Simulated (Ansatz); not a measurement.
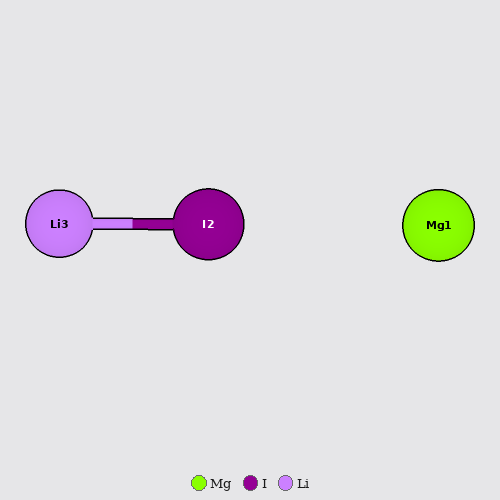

The system is Mg + ILi; the picture shows the reference structure. The first coordinate is: distance Mg1–I2; the second: distance I2–Li3. Nothing is relaxed (the angle Mg1–I2–Li3 is fixed at 180 degrees). The scan uses a 17 × 17 grid. Points are written as (first, second). Energies: kJ/mol, counted from the lowest grid point. Computed with Ansatz 0.2.0, RKS PBE0-D4/def2-TZVPD.

Its coordinates:

```xyz
3

Mg   -3.7150    0.0000    0.0000
I     0.0000    0.0000    0.0000
Li    2.4080    0.0000    0.0000
```

Range: distance Mg1–I2 from 2.240 to 4.640 Å; distance I2–Li3 from 2.136 to 4.536 Å.

What will the energy surface look like?

The lowest grid point is at (3.715 Å, 2.408 Å). The highest grid point, (2.240 Å, 4.536 Å), lies 250 kJ/mol above the lowest.

```
distance I2–Li3 ↓, distance Mg1–I2 →  2.305  2.512  2.769  3.059  3.376  3.715  4.072  4.447
                               4.343    214    164    151    160    176    191    203    211
                               3.968    198    146    130    136    148    160    169    175
                               3.611    181    126    106    107    115    123    130    135
                               3.272    166    107     82     78     81     85     90     94
                               2.955    151     88     57     47     45     47     50     53
                               2.665    140     72     36     20     15     14     16     18
                               2.408    144     72     31     11      3      0      1      3
                               2.201    171     96     51     29     18     14     15     16
```

The table holds every second grid line.

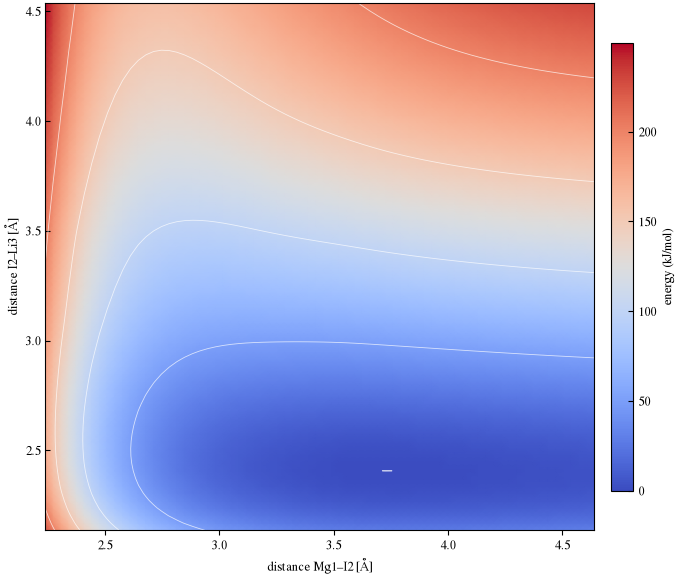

In the figure: a smooth colour map with a few white contour lines. Between grid points the surface is interpolated.

Each point was launched as `ansatz run input.yaml --threads 1 --pin off --max-ram 2560MiB --backend cpu --events-out ev --progress --plain --runs-dir out`. The whole map (289 points run) took 35 min on 1 thread of Arm Neoverse N1, on a shared host.
